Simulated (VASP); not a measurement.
Band structure of InSb (relaxed from the wurtzite structure, space group P6_3mc). Level of theory: r2SCAN meta-GGA, VASP's PBE PAW potentials (set 64) (plane waves; VASP).

Unless said otherwise, spin-orbit coupling is left out, though it shifts the bands of the heavy elements here.

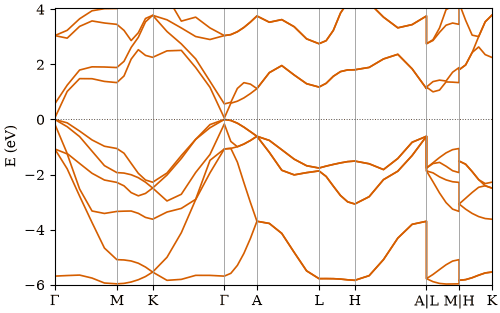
Fig. 1. Bands along high-symmetry lines, zero at the valence-band maximum or, without a gap, the Fermi level

Problem. Read the plot: is there a gap, and where are the band edges?

Solution. The gap is direct, 0.05 eV, from the valence maximum at Γ to the conduction minimum at Γ.

The structure was generated: InSb was put into the wurtzite type (P6_3mc), which need not be its known phase. It was relaxed first.
